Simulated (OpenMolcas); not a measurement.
# La²⁺: CASSCF terms and fine-structure levels

Which level of La²⁺ lies lowest, and where do the others fall? The reference wave functions come first, then spin-orbit coupling.

Method: state-averaged CASSCF, spin-orbit coupling by RASSI with atomic mean-field integrals. Code: OpenMolcas 26.06.

4 further runs of the same task are left out: 1 that didn't finish, 3 set aside as unsound or not needed.

## Step 1: What is computed

* Species: La²⁺ (lanthanum, Z = 57, 55 electrons)
* Basis: ANO-R1 [7s5p4d1f], 49 functions
* Scalar Hamiltonian: X2C, finite nucleus
* Inactive shells: 1s 2s 2p 3s 3p 3d 4s 4p 4d 5s 5p
* Active space: 1 electron in 5 orbitals (5d)
* Some configurations of this space: 5d
* Orbitals: optimised for each spin and parity, averaged over all roots

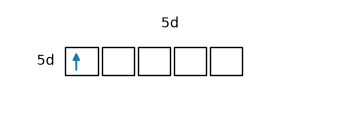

The shells outside the core, filled by Hund's rule for the drawing.

The work runs as a chain of OpenMolcas steps in one folder; each step below is one input file. Labels, J, g values, rates, χT and fits are worked out afterwards by a script from the matrices that RASSI stores.

## Step 2: Basis and integrals

a.inp reads:

```
&GATEWAY
Coord
1

La 0.0 0.0 0.0
Basis=ANO-R1
Group=XYZ
NoMove
AngMom=0.0 0.0 0.0
AMFI
&SEWARD
```

Launch:

```bash
> OMP_NUM_THREADS=1 MOLCAS_MEM=2252 MOLCAS_PROJECT=a pymolcas a.inp > a.log
```

The program printed:

```text
Basis set label: LA.ANO-R...7S5P4D1F.

      Electronic valence basis set:
      ------------------
      Associated Effective Charge  57.000000 au
      Associated Actual Charge     57.000000 au
      Nuclear Model: Finite nucleus - Gaussian distribution
        Gaussian exponent, Xi/bohr**(-2):  1.74905E+08

      Shell  nPrim  nBasis  Cartesian Spherical Contaminant
         s      25       7        X
         p      18       5        X
         d      14       4                 X
         f       6       1                 X
                  Relativistic X2C integrals
                  Atomic mean-field integrals
```

## Step 3: The next step, first with a fault in its input

a.inp reads:

```
&RASSCF
FileOrb=start.orb
Symmetry=1
Spin=2
nActEl=1 0 0
Inactive=12 15
Ras2=5 0
CIRoot=5 5 1
SDav=5
CIMx=300
Iter=66 100
PrWF=0.3
OrbListing=Nothing
MaxOrb=0
Atom
>>> COPY $Project.JobIph JOB001
```

The end of its output:

```text
 0.00   0.00    SX    NO
        4   1    9    0  -464.92722205   -1.89E-02*  1.90E-01*  13  19 1 -1.02E-01*  0.00   0.00    SX    NO
        5   1    9    0  -464.93195807   -4.74E-03*  1.30E-01*  13  19 1  1.23E-01*  0.00   0.52    SX   YES
        6   1    9    0  -464.97027465   -3.83E-02* -3.50E-02   12  14 1  8.39E-02*  0.00   0.86    QN   YES
        7   1    8    0  -464.97982324   -9.55E-03* -4.41E-02   12  14 1  7.64E-02*  0.00   2.50    LS   YES
        8   1    8    0  -464.98699689   -7.17E-03*  7.94E-02   12  14 1  6.67E-02*  0.00   1.81    QN   YES
        9   1    8    0  -464.99535603   -8.36E-03*  8.91E-02   12  14 1  4.74E-02*  0.00   1.91    QN   YES
       10   1    8    0  -465.00091670   -5.56E-03*  6.18E-02   12  14 1  2.48E-02*  0.00   1.51    QN   YES
       11   1    6    0  -465.00367521   -2.76E-03*  3.53E-02   17  24 1 -1.46E-02*  0.00   1.45    QN   YES
       12   1    7    0  -465.00514674   -1.47E-03*  2.18E-02   17  24 1 -7.07E-03*  0.00   1.33    QN   YES
       13   1    5    0  -465.00551750   -3.71E-04*  5.35E-03   14  18 1  3.45E-03*  0.00   1.08    QN   YES
       14   1    5    0  -465.00553884   -2.13E-05*  2.51E-03   14  18 1 -2.92E-03*  0.00   0.66    QN   YES
       15   1    5    0  -465.00555039   -1.15E-05*  2.96E-04   13  26 1  2.48E-04*  0.00   0.94    QN   YES
       16   1    4    0  -465.00555058   -1.90E-07*  5.09E-05   13  19 1 -4.50E-05   0.00   0.88    QN   YES
       17   1    4    0  -465.00555058   -5.07E-09   1.31E-05   14  20 1 -7.40E-06   0.00   0.99    QN   YES
      Convergence after 17 iterations
       18   1    4    0  -465.00555058   -1.78E-10   1.31E-05   14  20 1  8.48E-06   0.00   0.99    QN   YES
      Natural orbitals and occupation numbers for root  1
      sym 1:   0.000000   1.000000  -0.000000  -0.000000   0.000000
      Natural orbitals and occupation numbers for root  2
      sym 1:   1.000000  -0.000000   0.000000  -0.000000   0.000000
      Natural orbitals and occupation numbers for root  3
      sym 1:   0.000000  -0.000000   1.000000   0.000000   0.000000
::    RASSCF root number  1 Total energy:  -8468.09405079
::    RASSCF root number  2 Total energy:  -8468.09403083
::    RASSCF root number  3 Total energy:  -8464.44715528
::    RASSCF root number  4 Total energy:  -8462.19625808
::    RASSCF root number  5 Total energy:  -8462.19625794
--
  Molden files will not be produced
      Average orbitals are written to the RASORB file
--- Stop Module: rasscf at  /rc=_RC_ALL_IS_WELL_ ---
>>> COPY a.JobIph JOB001
.##################.
.# Happy landing! #.
.##################.
```

The cause: The inactive counts of the gerade and ungerade irreps are swapped. No number of this attempt is used.

## Step 4: Reference wave functions, doublets of even parity, 5 roots

a.inp reads:

```
&RASSCF
FileOrb=start.orb
Symmetry=1
Spin=2
nActEl=1 0 0
Inactive=15 12
Ras2=5 0
CIRoot=5 5 1
SDav=5
CIMx=300
Iter=120 100
PrWF=0.3
OrbListing=Nothing
MaxOrb=0
Atom
>>> COPY $Project.JobIph JOB001
```

start.orb holds the contracted functions of the basis, ordered by shell, or the orbitals of the step before.

The program printed:

```text
Wave function specifications:
      -----------------------------

      Number of closed shell electrons          54
      Number of electrons in active shells       1
      Max number of holes in RAS1 space          0
      Max nr of electrons in RAS3 space          0
      Number of inactive orbitals               27
      Number of active orbitals                  5
      Number of secondary orbitals              17
      Spin quantum number                      0.5
      State symmetry                             1
Orbital specifications:
      -----------------------

      Symmetry species                           1   2
                                                ag  au
      Frozen orbitals                            0   0
      Inactive orbitals                         15  12
      Active orbitals                            5   0
      RAS1 orbitals                              0   0
      RAS2 orbitals                              5   0
      RAS3 orbitals                              0   0
      Secondary orbitals                         7  10
      Deleted orbitals                           0   0
      Number of basis functions                 27  22
      Number of CSFs                             5
      Number of root(s) required                 5
      Iter CI   SX   CI       RASSCF       Energy    max ROT     max BLB   max BLB  Level Ln srch  Step   QN
          iter iter root      energy       change     param      element    value   shift minimum  type update
 Nr of preliminary CI iterations:   1
      Total energies have been shifted. Add                -8000.00 au
        1   1    8    0  -488.73211589    0.00E+00   9.94E-02   15  22 1  1.59E-01*  0.00   0.00    SX    NO
        2   1    8    0  -488.75149487   -1.94E-02*  1.26E-02   10  13 2  2.26E-02*  0.00   0.00    SX    NO
        3   1    7    0  -488.75226449   -7.70E-04*  4.80E-03   15  22 1  7.45E-03*  0.00   0.00    SX    NO
        4   1    6    0  -488.75230004   -3.56E-05*  8.30E-04   10  13 2  1.03E-03*  0.00   0.00    SX    NO
        5   1    5    0  -488.75230190   -1.86E-06*  2.13E-04   15  22 1  3.41E-04*  0.00   0.83    QN   YES
        6   1    3    0  -488.75230201   -1.10E-07*  1.25E-05   15  22 1  2.94E-05   0.00   1.03    QN   YES
        7   1    3    0  -488.75230201   -5.38E-10  -1.00E-06    2  22 1 -2.30E-06   0.00   1.10    QN   YES
      Convergence after  7 iterations
        8   1    3    0  -488.75230201   -7.28E-12  -1.00E-06    2  22 1 -4.22E-07   0.00   1.10    QN   YES
      Natural orbitals and occupation numbers for root  1
      sym 1:   0.000000   1.000000  -0.000000   0.000000   0.000000
      Natural orbitals and occupation numbers for root  2
      sym 1:   0.000000  -0.000000   0.000000   1.000000   0.000000
      Natural orbitals and occupation numbers for root  3
      sym 1:   1.000000  -0.000000   0.000000   0.000000   0.000000
::    RASSCF root number  1 Total energy:  -8488.75230201
::    RASSCF root number  2 Total energy:  -8488.75230201
::    RASSCF root number  3 Total energy:  -8488.75230201
::    RASSCF root number  4 Total energy:  -8488.75230201
::    RASSCF root number  5 Total energy:  -8488.75230201
```

## Step 5: State interaction with spin-orbit coupling

a.inp reads:

```
&RASSI
NrOfJobIphs=1 5
1 2 3 4 5
IphNames
JOB001
EJob
SpinOrbit
DIPRint=1.0
SOCoupling=1000.0
Subsets=2
MEES
Property=10
'ANGMOM' 1 'ANGMOM' 2 'ANGMOM' 3 'MLTPL  1' 1 'MLTPL  1' 2 'MLTPL  1' 3
'AMFI' 1 'AMFI' 2 'AMFI' 3 'MLTPL  2' 6
SOProperty=3
'ANGMOM' 1 'ANGMOM' 2 'ANGMOM' 3
```

Launch:

```bash
> OMP_NUM_THREADS=1 MOLCAS_MEM=2252 MOLCAS_PROJECT=a pymolcas a.inp > a.log
```

The program printed:

```text
SPIN-FREE ENERGIES:
  (Shifted by EMIN (a.u.) =      -8488.7523020085)

 SF State       Relative EMIN(au)   Rel lowest level(eV)    D:o, cm**(-1)      L_eff

     1             0.0000000000        0.0000000000              0.0000         2.0
     2             0.0000000000        0.0000000000              0.0000         2.0
     3             0.0000000000        0.0000000000              0.0000         2.0
     4             0.0000000000        0.0000000000              0.0000         2.0
     5             0.0000000000        0.0000000000              0.0000         2.0
     Dipole printing threshold changed to   1.00000000E+00
Eigenvalues of complex Hamiltonian:
   -----------------------------------
  (Shifted by EMIN (a.u.) =      -8488.7523020085)

 SO State       Relative EMIN(au)   Rel lowest level(eV)    D:o, cm**(-1)     J-value

     1            -0.0046601709        0.0000000000              0.0000         0.9
     2            -0.0046601709        0.0000000000              0.0000         1.3
     3            -0.0046601709        0.0000000000              0.0000         1.4
     4            -0.0046601709        0.0000000000              0.0000         1.0
     5             0.0031067806        0.2113495188           1704.6488         1.4
     6             0.0031067806        0.2113495188           1704.6488         2.1
     7             0.0031067806        0.2113495188           1704.6488         1.4
     8             0.0031067806        0.2113495188           1704.6488         2.4
     9             0.0031067806        0.2113495188           1704.6488         2.3
    10             0.0031067806        0.2113495188           1704.6488         2.0
Weights of the five most important spin-orbit-free states for each spin-orbit state.

 SO State  Total energy (au)           Spin-free states, spin, and weights
 -------------------------------------------------------------------------------------------------------
    1        -0.004660       3 0.5  0.3756    5 0.5  0.3607    2 0.5  0.1424    1 0.5  0.1087    4 0.5  0.0126
    2        -0.004660       2 0.5  0.3243    4 0.5  0.3239    3 0.5  0.1317    1 0.5  0.1186    5 0.5  0.1015
    3        -0.004660       4 0.5  0.3716    1 0.5  0.2815    2 0.5  0.2748    5 0.5  0.0464    3 0.5  0.0256
    4        -0.004660       5 0.5  0.2914    1 0.5  0.2912    3 0.5  0.2671    4 0.5  0.0919    2 0.5  0.0584
    5         0.003107       5 0.5  0.5910    3 0.5  0.2198    1 0.5  0.1112    2 0.5  0.0534    4 0.5  0.0247
    6         0.003107       2 0.5  0.4034    3 0.5  0.3808    1 0.5  0.2040    4 0.5  0.0097    5 0.5  0.0020
    7         0.003107       5 0.5  0.5952    3 0.5  0.2090    1 0.5  0.1065    2 0.5  0.0537    4 0.5  0.0356
    8         0.003107       4 0.5  0.5702    1 0.5  0.2150    2 0.5  0.1995    3 0.5  0.0085    5 0.5  0.0067
    9         0.003107       4 0.5  0.5551    1 0.5  0.2915    2 0.5  0.1421    3 0.5  0.0080    5 0.5  0.0032
   10         0.003107       3 0.5  0.3739    2 0.5  0.3478    1 0.5  0.2718    4 0.5  0.0047    5 0.5  0.0018
 -------------------------------------------------------------------------------------------------------
```

Time for these steps: 1.9 s (1 thread of Intel Xeon Platinum 8488C (Sapphire Rapids), shared host).

The roots that group into whole terms:

```tsv
configuration	term	E (cm-1)
5d	2D	0.0
```

Levels with spin-orbit coupling, from the RASSI matrices grouped by J:

```
Configuration  Term    J  E (cm-1)      g  Leading %
           5d    2D  3/2       0.0  0.800        100
           5d    2D  5/2      1705  1.200        100
```

Orbitals of the lowest block:

```tsv
shell	space	energy (hartree)	mean occupation	⟨r²⟩ (bohr²)
1s	inactive	-1438.0403	2.000	0.000839
2s	inactive	-233.2710	2.000	0.0135
2p	inactive	-209.0679	6.000	0.0108
3s	inactive	-51.9455	2.000	0.0920
3p	inactive	-44.0122	6.000	0.0921
3d	inactive	-32.5168	10.000	0.0791
4s	inactive	-11.5779	2.000	0.482
4p	inactive	-8.8884	6.000	0.543
4d	inactive	-4.8521	10.000	0.682
5s	inactive	-2.2706	2.000	2.79
5p	inactive	-1.5069	6.000	3.64
5d	RAS2		1.000	9.18
```

## Step 6: What came out

| quantity | value |
| --- | --- |
| method | CASSCF |
| lowest level | 5d 2D 3/2, 100 % of that term, g = 0.800 |
| ground level listed by NIST | 2D3/2 |
| first excited level | 5d 2D 5/2 at 1705 cm-1 |
| spin-orbit lowering of the lowest level | 1023 cm-1 |

What this shows: The multiplet 2D is regular. Only the configurations of the active space and the roots asked for are present. Levels of other configurations are missing from the list.
